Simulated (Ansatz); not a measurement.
# AlH$_{6}$NO$_{3}$: what the fields show

```yaml
atoms:
  - { symbol: Al, position_ang: [-0.0241, -0.2021, 0.3682] }
  - { symbol: O, position_ang: [1.0664, -0.1498, -1.2878] }
  - { symbol: O, position_ang: [0.9869, -0.5039, 1.7099] }
  - { symbol: O, position_ang: [-1.0360, -1.4137, -0.3288] }
  - { symbol: H, position_ang: [0.8287, 0.7672, -1.5141] }
  - { symbol: N, position_ang: [-0.5219, 1.5276, 0.1892] }
  - { symbol: H, position_ang: [0.6077, -0.7349, -1.9056] }
  - { symbol: H, position_ang: [1.4216, -1.3405, 1.8554] }
  - { symbol: H, position_ang: [-1.6637, -1.9363, 0.1632] }
  - { symbol: H, position_ang: [-1.4578, 1.7662, -0.1018] }
  - { symbol: H, position_ang: [-0.2077, 2.2203, 0.8523] }
```

The product side of a reaction path; geometry: PBE0-D4/def2-TZVP; a saddle point, not a minimum.

Level of theory: Ansatz 0.2.0, RKS PBE0-D4/def2-TZVPP.

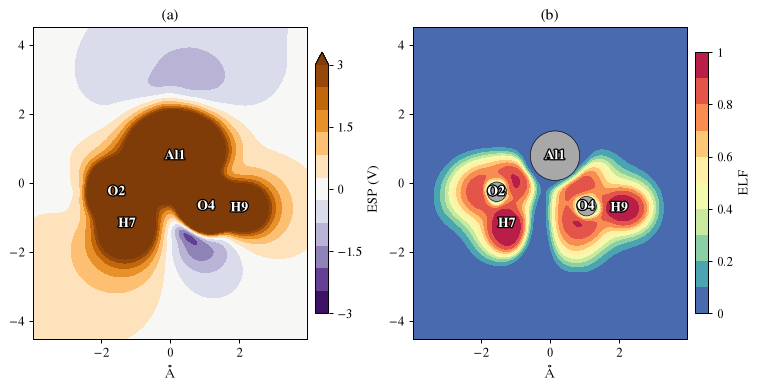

Figure 1. (a) electrostatic potential; (b) ELF on the plane of atoms O2, Al1 and O4. Grey discs cover the atomic cores in the ELF map.

Read the bonding off the picture.

The section cuts through Al, O and H sites. Al–O (1.73 Å): the ELF peaks at about 0.85 in the valence shell of O, 0.6 Å from its nucleus, and is about 0.50 at the midpoint. O–H (0.95 Å): the ELF climbs to about 1 towards the hydrogen, as it does in any bond to H: an ordinary covalent bond to hydrogen. The ELF also peaks beside O4 and O2, away from the bonds: lone-pair regions. Outside the dense part of the molecule the potential is most negative (−2.0 V) near O4.

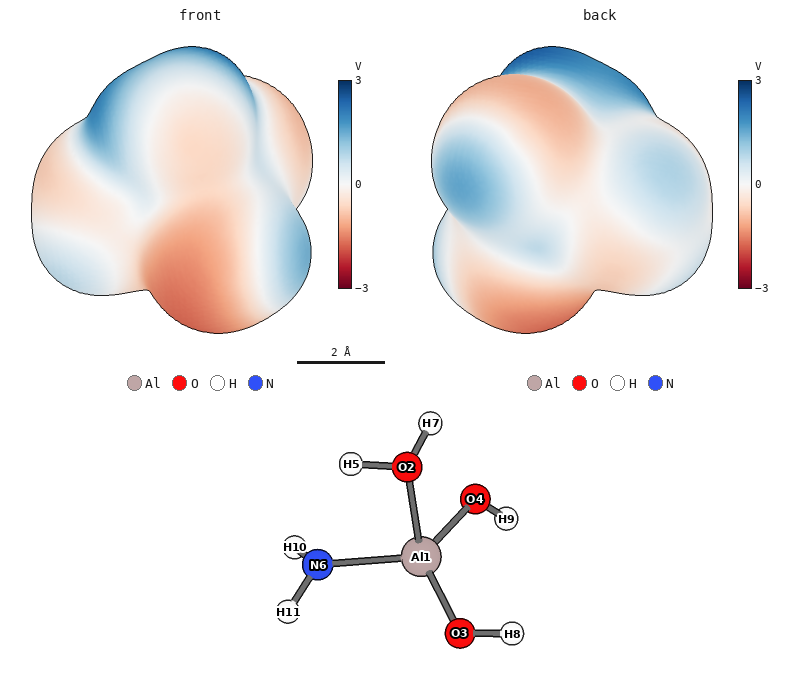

Figure 2. The electrostatic potential painted on the density surface at 0.001 e/bohr³, seen from the front and from behind; the colour scale runs from red (negative) to blue (positive). The bare structure is drawn below in the same view.

Where is the surface potential most negative and most positive?

The most negative region (about −1.7 V) lies over O3, the most positive (about +2.4 V) over H7. O3 is the likeliest acceptor of a hydrogen bond.

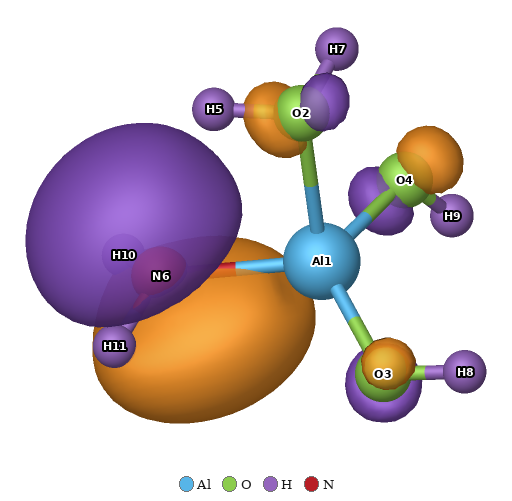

Figure 3. The HOMO at ±0.1 Å⁻³ᐟ² (orange and purple are the two phases), seen across its widest extent.

What is the character of this orbital?

Its weight (Hirshfeld) is mainly on N6 (about 70 %); largely a lone pair of N6. Its energy is −6.89 eV.
